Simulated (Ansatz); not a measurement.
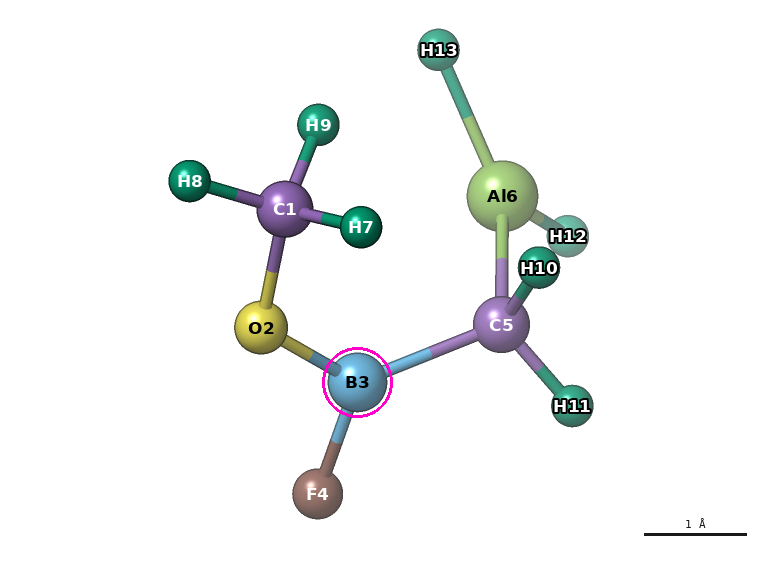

Orthographic view. Atoms fade into the background with distance from the viewer. Computed geometry: PBE0-D4/def2-TZVP optimisation. No frequency run is at hand to confirm it as a minimum.

Name the neighbours of the circled atom.

Answer. The circled atom is B3; it is bonded to O2, F4, C5.

Of C5 and H10, which is nearer the viewer?

Answer. H10; the bond to C5 points away from the viewer, so it looks shorter than its 1.10 Å.

What is the shortest path along bonds from the circled atom to H9?

Answer. B3–O2–C1–H9, 3 bonds; through space the two are 2.73 Å apart.

Which two atoms are farthest apart in space?

Answer. H8 and H12, 6.40 Å.
